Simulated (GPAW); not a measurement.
## SnH2Cl2: property calculation

The run: property calculation of SnH2Cl2, SMILES [Cl][SnH2][Cl]. Method and program: PBE/dzp, scalar-relativistic datasets (GPAW 26.7.0).

The geometry comes from this level: PBE0-D4/def2-TZVP.

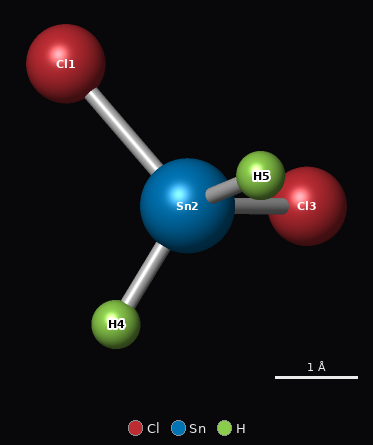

Fig. 1: The input geometry (ball-and-stick view, seen at a tilt; atoms are numbered from 1 in the order of the input). Sticks mark near contacts. Bond lengths as drawn: Cl–Sn 2.32 Å and H–Sn 1.70 Å.

The input (run.py):
```python
import numpy as np
from ase.io import read
from ase.units import Debye
from gpaw import GPAW

atoms = read('Cl2H2Sn.xyz')
atoms.center(vacuum=4.5)

dft = GPAW(mode='lcao', basis='dzp', h=0.18, xc='PBE', maxiter=150, txt='-')
atoms.calc = dft

energy = atoms.get_potential_energy()
print(f'Energy: {energy:.5f} eV')
forces = atoms.get_forces()
print('Forces (eV/Ang)')
for symbol, f in zip(atoms.symbols, forces):
    print(f'{symbol:2} {f[0]:9.4f} {f[1]:9.4f} {f[2]:9.4f}')
dipole = atoms.get_dipole_moment() / Debye
print(f'Dipole = {np.linalg.norm(dipole):.3f} D')
homo, lumo = dft.get_homo_lumo()
print(f'HOMO: {homo:.3f} eV')
print(f'LUMO                    {lumo:.3f} eV')
print(f'Gap = {lumo - homo:.3f} eV')
```

File Cl2H2Sn.xyz:
```
5

Cl    -1.795300    -0.326200     1.206500
Sn     0.192400    -0.102900     0.038600
Cl    -0.250400     1.295500    -1.753900
H      0.602200    -1.626300    -0.582100
H      1.301000     0.686300     1.049400
```

Launch command:
```bash
python run.py
```

Log:
```
__  _  _
 | _ |_)|_||  |
 |__||  | ||/\| - 26.7.0

units:  Angstrom and eV
cores:  1
OpenMP: False

Versions:
  Python: 3.12.14
  ASE:    3.29.0
  Numpy:  2.5.5
  Scipy:  1.18.1
  Libxc:  7.0.0

        _gpaw.cpython-312-aarch64-linux-gnu.so

Input parameters:
  mode=LCAO(),
  basis={'default': 'dzp'},
  h=0.18,
  maxiter=150,
  xc=XC(name='PBE')
        .-----------------------------.
       /|                             |
      / |                             |
     /  |                             |
    /   |                             |
   /    |                             |
  /     |                             |
 *      |                             |
 |      |                             |
 |      |       Cl      H             |
 |      |                             |
 |      |            Sn               |
 |      |           CH                |
 |      |                             |
 |      |                             |
 |      .-----------------------------.
 |     /                             /
 |    /                             /
 |   /                             /
 |  /                             /
 | /                             /
 |/                             /
 *-----------------------------*

Atoms  # Å, Bohr magnetons
|   | symbol |        x |        y |        z |    initial magnetic moments |
|---|--------|----------|----------|----------|-----------------------------|
| 0 |     Cl | 4.500000 | 5.800100 | 7.460400 | ( 0.0000,  0.0000,  0.0000) |
| 1 |     Sn | 6.487700 | 6.023400 | 6.292500 | ( 0.0000,  0.0000,  0.0000) |
| 2 |     Cl | 6.044900 | 7.421800 | 4.500000 | ( 0.0000,  0.0000,  0.0000) |
| 3 |      H | 6.897500 | 4.500000 | 5.671800 | ( 0.0000,  0.0000,  0.0000) |
| 4 |      H | 7.596300 | 6.812600 | 7.303300 | ( 0.0000,  0.0000,  0.0000) |

Unit cell  # Å
| periodic |         x |         y |         z |   lengths |    angles |
|----------|-----------|-----------|-----------|-----------|-----------|
|       no | 12.096300 |  0.000000 |  0.000000 | 12.096300 | 90.000000 |
|       no |  0.000000 | 11.921800 |  0.000000 | 11.921800 | 90.000000 |
|       no |  0.000000 |  0.000000 | 11.960400 | 11.960400 | 90.000000 |

Number of symmetries: 1
Symmetry operations  # r_c * U_cc + t_c -> r_c
|   | kind |            matrix            |
|---|------|------------------------------|
| 0 |  E   |  1, 0, 0,  0, 1, 0,  0, 0, 1 |

BZ-sampling:
  Number of BZ points: 1
  Number of IBZ points: 1

  Monkhorst-Pack size: [1, 1, 1]
  Monkhorst-Pack shift: [0, 0, 0]

K-points  # in reciprocal-cell coordinates
|   |                                coordinates |     weight |
|---|--------------------------------------------|------------|
| 0 | (  0.00000000,   0.00000000,   0.00000000) | 1.00000000 |

basis functions: 59
Spin-components: 1 (collinear spins)
Bands:           19
Projectors:      22
Spin-degeneracy: 2
Datatype:        <class 'float'>

  Storage: CPU
  Wave functions: 8_968 bytes (8_968 per core)

Parallelization:
  kpt:    1
  domain: 1
  band:   1

Density:
  Valence electrons: 30.0
  Components: 1
  Grid points: [68 68 68]
  Charge: 0.0  # |e|

Potential:
  Grid points: [68 68 68]

species:
  Cl:
    name:    Chlorine
    Z:       17.0
    valence: 7
    core:    10
    charge:  0.0  # [|e|]
    file:    Cl.PBE.gz
    compensation charges:
      type: gauss
      rc: 0.25  # [Å]
      lmax: 2
    cutoffs:
      filter: 1.40  # [Å]
      core: 1.49  # [Å]
    projectors
    | kind |    occ | energy [eV] | rcut [Å] |
    |------|--------|-------------|----------|
    |   3s |  2.000 |     -20.689 |    0.794 |
    |   3p |  5.000 |      -8.594 |    0.794 |
    |    s |        |       6.523 |    0.794 |
    |    p |        |      18.617 |    0.794 |
    |    d |        |       0.000 |    0.794 |

    LCAO basis set for Cl:
      Name: dzp
      File: Cl.dzp.basis.gz
      Number of radial functions: 5
      Number of spherical harmonics: 13
        l=0, rc=5.1719 Bohr: 3s-sz confined orbital
        l=1, rc=6.2656 Bohr: 3p-sz confined orbital
        l=0, rc=2.8281 Bohr: 3s-dz split-valence wave
        l=1, rc=3.5156 Bohr: 3p-dz split-valence wave
        l=2, rc=6.2656 Bohr: d-type Gaussian polarization
      Number of RI-basis functions 0

  Sn:
    name:    Tin
    Z:       50.0
    valence: 14
    core:    36
    charge:  0.0  # [|e|]
    file:    Sn.PBE.gz
    compensation charges:
      type: gauss
      rc: 0.38  # [Å]
      lmax: 2
    cutoffs:
      filter: 2.23  # [Å]
      core: 2.35  # [Å]
    projectors
    | kind |    occ | energy [eV] | rcut [Å] |
    |------|--------|-------------|----------|
    |   5s |  2.000 |     -10.538 |    1.201 |
    |   5p |  2.000 |      -3.696 |    1.270 |
    |   4d | 10.000 |     -25.845 |    1.185 |
    |    s |        |      16.674 |    1.201 |
    |    p |        |      23.515 |    1.270 |
    |    d |        |       1.367 |    1.185 |

    LCAO basis set for Sn:
      Name: dzp
      File: Sn.dzp.basis.gz
      Number of radial functions: 7
      Number of spherical harmonics: 23
        l=0, rc=7.1250 Bohr: 5s-sz confined orbital
        l=1, rc=9.5469 Bohr: 5p-sz confined orbital
        l=2, rc=4.0625 Bohr: 4d-sz confined orbital
        l=0, rc=4.1250 Bohr: 5s-dz split-valence wave
        l=1, rc=5.6719 Bohr: 5p-dz split-valence wave
        l=2, rc=2.5938 Bohr: 4d-dz split-valence wave
        l=2, rc=9.5469 Bohr: d-type Gaussian polarization
      Number of RI-basis functions 0

  H:
    name:    Hydrogen
    Z:       1.0
    valence: 1
    core:    0
    charge:  0.0  # [|e|]
    file:    H.PBE.gz
    compensation charges:
      type: gauss
      rc: 0.15  # [Å]
      lmax: 2
    cutoffs:
      filter: 0.85  # [Å]
      core: 0.53  # [Å]
    projectors
    | kind |    occ | energy [eV] | rcut [Å] |
    |------|--------|-------------|----------|
    |   1s |  1.000 |      -6.494 |    0.476 |
    |    s |        |      20.717 |    0.476 |
    |    p |        |       0.000 |    0.476 |

    LCAO basis set for H:
      Name: dzp
      File: H.dzp.basis.gz
      Number of radial functions: 3
      Number of spherical harmonics: 5
        l=0, rc=6.4219 Bohr: 1s-sz confined orbital
        l=0, rc=3.6094 Bohr: 1s-dz split-valence wave
        l=1, rc=6.4219 Bohr: p-type Gaussian polarization
      Number of RI-basis functions 0

Reference energy: -193145.572423  # eV

eigensolver:
  <gpaw.new.lcao.eigensolver.LCAOEigensolver object at 0xffd3fd32b200>
density mixing:
  MSR1-Mixer
  Pratt-step length: 0.05
  Maximum mixing coefficient: 0.75
  Old densities: 10
  SVD Regularization: 0.005
  Good broyden scale: 1.0
  Trust region scale: 1.0
  Backstep threshold: 4.0
  History deletion threshold: 6.0
  Fourier metric: weight=20.0, sigma=0.015

occupation numbers:
  # Zero width

FastPoissonSolver using
    Stencil: 6*3+1=19 point O(h^6) finite-difference Laplacian
    FFT axes: []
    FST axes: [np.int64(0), np.int64(1), np.int64(2)]

xc functional:
  name: PBE with 2 nearest neighbor stencil
interpolation: tri-quintic # 5. degree polynomial

        .-----------------------------.
       /|                             |
      / |                             |
     /  |                             |
    /   |                             |
   /    |                             |
  /     |                             |
 *      |                             |
 |      |                             |
 |      |       Cl      H             |
 |      |                             |
 |      |            Sn               |
 |      |           CH                |
 |      |                             |
 |      |                             |
 |      .-----------------------------.
 |     /                             /
 |    /                             /
 |   /                             /
 |  /                             /
 | /                             /
 |/                             /
 *-----------------------------*

Atoms  # Å, Bohr magnetons
|   | symbol |        x |        y |        z |    initial magnetic moments |
|---|--------|----------|----------|----------|-----------------------------|
| 0 |     Cl | 4.500000 | 5.800100 | 7.460400 | ( 0.0000,  0.0000,  0.0000) |
| 1 |     Sn | 6.487700 | 6.023400 | 6.292500 | ( 0.0000,  0.0000,  0.0000) |
| 2 |     Cl | 6.044900 | 7.421800 | 4.500000 | ( 0.0000,  0.0000,  0.0000) |
| 3 |      H | 6.897500 | 4.500000 | 5.671800 | ( 0.0000,  0.0000,  0.0000) |
| 4 |      H | 7.596300 | 6.812600 | 7.303300 | ( 0.0000,  0.0000,  0.0000) |

Unit cell  # Å
| periodic |         x |         y |         z |   lengths |    angles |
|----------|-----------|-----------|-----------|-----------|-----------|
|       no | 12.096300 |  0.000000 |  0.000000 | 12.096300 | 90.000000 |
|       no |  0.000000 | 11.921800 |  0.000000 | 11.921800 | 90.000000 |
|       no |  0.000000 |  0.000000 | 11.960400 | 11.960400 | 90.000000 |

Number of symmetries: 1
Symmetry operations  # r_c * U_cc + t_c -> r_c
|   | kind |            matrix            |
|---|------|------------------------------|
| 0 |  E   |  1, 0, 0,  0, 1, 0,  0, 0, 1 |

BZ-sampling:
  Number of BZ points: 1
  Number of IBZ points: 1

  Monkhorst-Pack size: [1, 1, 1]
  Monkhorst-Pack shift: [0, 0, 0]

K-points  # in reciprocal-cell coordinates
|   |                                coordinates |     weight |
|---|--------------------------------------------|------------|
| 0 | (  0.00000000,   0.00000000,   0.00000000) | 1.00000000 |

basis functions: 59
Spin-components: 1 (collinear spins)
Bands:           19
Projectors:      22
Spin-degeneracy: 2
Datatype:        <class 'float'>

  Storage: CPU
  Wave functions: 8_968 bytes (8_968 per core)

Parallelization:
  kpt:    1
  domain: 1
  band:   1

Density:
  Valence electrons: 30.0
  Components: 1
  Grid points: [68 68 68]
  Charge: 0.0  # |e|

Potential:
  Grid points: [68 68 68]

species:
  Cl:
    name:    Chlorine
    Z:       17.0
    valence: 7
    core:    10
    charge:  0.0  # [|e|]
    file:    Cl.PBE.gz
    compensation charges:
      type: gauss
      rc: 0.25  # [Å]
      lmax: 2
    cutoffs:
      filter: 1.40  # [Å]
      core: 1.49  # [Å]
    projectors
    | kind |    occ | energy [eV] | rcut [Å] |
    |------|--------|-------------|----------|
    |   3s |  2.000 |     -20.689 |    0.794 |
    |   3p |  5.000 |      -8.594 |    0.794 |
    |    s |        |       6.523 |    0.794 |
    |    p |        |      18.617 |    0.794 |
    |    d |        |       0.000 |    0.794 |

    LCAO basis set for Cl:
      Name: dzp
      File: Cl.dzp.basis.gz
      Number of radial functions: 5
      Number of spherical harmonics: 13
        l=0, rc=5.1719 Bohr: 3s-sz confined orbital
        l=1, rc=6.2656 Bohr: 3p-sz confined orbital
        l=0, rc=2.8281 Bohr: 3s-dz split-valence wave
        l=1, rc=3.5156 Bohr: 3p-dz split-valence wave
        l=2, rc=6.2656 Bohr: d-type Gaussian polarization
      Number of RI-basis functions 0

  Sn:
    name:    Tin
    Z:       50.0
    valence: 14
    core:    36
    charge:  0.0  # [|e|]
    file:    Sn.PBE.gz
    compensation charges:
      type: gauss
      rc: 0.38  # [Å]
      lmax: 2
    cutoffs:
      filter: 2.23  # [Å]
      core: 2.35  # [Å]
    projectors
    | kind |    occ | energy [eV] | rcut [Å] |
    |------|--------|-------------|----------|
    |   5s |  2.000 |     -10.538 |    1.201 |
    |   5p |  2.000 |      -3.696 |    1.270 |
    |   4d | 10.000 |     -25.845 |    1.185 |
    |    s |        |      16.674 |    1.201 |
    |    p |        |      23.515 |    1.270 |
    |    d |        |       1.367 |    1.185 |

    LCAO basis set for Sn:
      Name: dzp
      File: Sn.dzp.basis.gz
      Number of radial functions: 7
      Number of spherical harmonics: 23
        l=0, rc=7.1250 Bohr: 5s-sz confined orbital
        l=1, rc=9.5469 Bohr: 5p-sz confined orbital
        l=2, rc=4.0625 Bohr: 4d-sz confined orbital
        l=0, rc=4.1250 Bohr: 5s-dz split-valence wave
        l=1, rc=5.6719 Bohr: 5p-dz split-valence wave
        l=2, rc=2.5938 Bohr: 4d-dz split-valence wave
        l=2, rc=9.5469 Bohr: d-type Gaussian polarization
      Number of RI-basis functions 0

  H:
    name:    Hydrogen
    Z:       1.0
    valence: 1
    core:    0
    charge:  0.0  # [|e|]
    file:    H.PBE.gz
    compensation charges:
      type: gauss
      rc: 0.15  # [Å]
      lmax: 2
    cutoffs:
      filter: 0.85  # [Å]
      core: 0.53  # [Å]
    projectors
    | kind |    occ | energy [eV] | rcut [Å] |
    |------|--------|-------------|----------|
    |   1s |  1.000 |      -6.494 |    0.476 |
    |    s |        |      20.717 |    0.476 |
    |    p |        |       0.000 |    0.476 |

    LCAO basis set for H:
      Name: dzp
      File: H.dzp.basis.gz
      Number of radial functions: 3
      Number of spherical harmonics: 5
        l=0, rc=6.4219 Bohr: 1s-sz confined orbital
        l=0, rc=3.6094 Bohr: 1s-dz split-valence wave
        l=1, rc=6.4219 Bohr: p-type Gaussian polarization
      Number of RI-basis functions 0

Reference energy: -193145.572423  # eV

eigensolver:
  <gpaw.new.lcao.eigensolver.LCAOEigensolver object at 0xffd3f8c19700>
density mixing:
  MSR1-Mixer
  Pratt-step length: 0.05
  Maximum mixing coefficient: 0.75
  Old densities: 10
  SVD Regularization: 0.005
  Good broyden scale: 1.0
  Trust region scale: 1.0
  Backstep threshold: 4.0
  History deletion threshold: 6.0
  Fourier metric: weight=20.0, sigma=0.015

occupation numbers:
  # Zero width

FastPoissonSolver using
    Stencil: 6*3+1=19 point O(h^6) finite-difference Laplacian
    FFT axes: []
    FST axes: [np.int64(0), np.int64(1), np.int64(2)]

xc functional:
  name: PBE with 2 nearest neighbor stencil
interpolation: tri-quintic # 5. degree polynomial

Initialization done in: 4.402 s

convergence criteria:
- Maximum [total energy] change in last 3 cyles: 0.0005 eV / valence electron
- Maximum integral of absolute [dens]ity change: 0.0001 electrons / valence electron
- Maximum integral of absolute [eigenst]ate change: 4e-08 eV^2 / valence electron
maximum number of iterations: 150

SCF iterations
|iter     |     time |      energy | eigst |  dens |
|---------|----------|-------------|-------|-------|
|iter:   1| 00:00:04 |  -15.449356 |      c|       |
|iter:   2| 00:00:05 |  -15.309194 |      c| -1.09 |
|iter:   3| 00:00:05 |  -14.651501 |      c| -1.11 |
|iter:   4| 00:00:06 |  -14.641981 |      c| -1.78 |
|iter:   5| 00:00:07 |  -14.641359c|      c| -2.33 |
|iter:   6| 00:00:07 |  -14.641337c|      c| -3.17 |
|iter:   7| 00:00:08 |  -14.641336c|      c| -3.66 |
|iter:   8| 00:00:08 |  -14.641336c|      c| -4.21c|

Converged in 8 steps
SCF loop duration: 4.454 s (0.557 s/step)
Energy contributions relative to reference atoms: (reference = -193145.572423)

Energy contributions:
  Kinetic:          33.276628
  Coulomb:         -31.445615
  Zero:              0.128428
  External:          0.000000
  Xc:              -16.600778
  Entropy:           0.000000
  Spinorbit:         0.000000
  ----------------------------
  Free energy:     -14.641336
  Extrapolated:    -14.641336

dipole moment: (0.435065, -0.210294, 0.111971)  # |e|*Ang

Fermi level: -4.533
Eigenvalues  # (at kpt = [0.000, 0.000, 0.000])
| band index |      eig [eV] | occ [0-2] |
|------------|---------------|-----------|
|          0 |       -27.202 |     2.000 |
|        ... |               |           |
|          7 |       -13.186 |     2.000 |
|          8 |        -9.278 |     2.000 |
|          9 |        -9.147 |     2.000 |
|         10 |        -9.080 |     2.000 |
|         11 |        -7.511 |     2.000 |
|         12 |        -7.401 |     2.000 |
|         13 |        -7.292 |     2.000 |
|         14 |        -7.191 |     2.000 |
|         15 |        -1.876 |     0.000 |
|         16 |        -1.027 |     0.000 |
|         17 |        -0.288 |     0.000 |
|         18 |         1.302 |     0.000 |

Gap: 5.316 eV
Transition (v -> c):
  (s=0, k=0, n=14, [0.00, 0.00, 0.00]) -> (s=0, k=0, n=15, [0.00, 0.00, 0.00])
No difference between direct/indirect transitions
vacuum-level: 0.000  # V
Energy: -14.64134 eV

Forces  # eV/Ang
|        x |        y |        z |
|----------|----------|----------|
| -0.50367 | -0.07070 |  0.30564 |  # Cl   0
|  0.25250 | -0.12013 |  0.06633 |  # Sn   1
| -0.09602 |  0.34163 | -0.45577 |  # Cl   2
|  0.11046 | -0.27877 | -0.09090 |  # H    3
|  0.23776 |  0.10147 |  0.18575 |  # H    4

Force computation time: 0.181  # s
Forces (eV/Ang)
Cl   -0.5037   -0.0707    0.3056
Sn    0.2525   -0.1201    0.0663
Cl   -0.0960    0.3416   -0.4558
H     0.1105   -0.2788   -0.0909
H     0.2378    0.1015    0.1858
Dipole = 2.383 D
HOMO: -7.191 eV
LUMO                    -1.876 eV
Gap = 5.316 eV
```

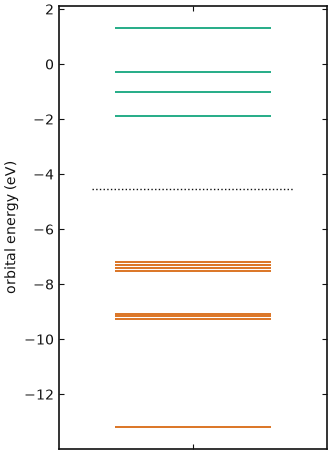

Fig. 2: Orbital energies near the frontier; the dotted line parts filled from empty levels, and levels within 0.02 eV of each other stand side by side. Highest filled −7.19 eV, lowest empty −1.88 eV, 5.31 eV apart.

Key numbers:

```json
{"quantity": "outcome", "value": "converged"}
{"quantity": "energy relative to the program's reference atoms", "value": "−14.6413 eV"}
{"quantity": "basis functions", "value": "59"}
{"quantity": "largest force", "value": "0.593 eV/Å"}
{"quantity": "HOMO", "value": "−7.19 eV"}
{"quantity": "LUMO", "value": "−1.88 eV"}
{"quantity": "dipole moment", "value": "2.38 D"}
{"quantity": "hardware", "value": "1 thread of Arm Neoverse V2, 24 GiB of memory available, shared host"}
{"quantity": "wall time", "value": "9.6 s"}
{"quantity": "peak memory", "value": "0.76 GiB"}
```
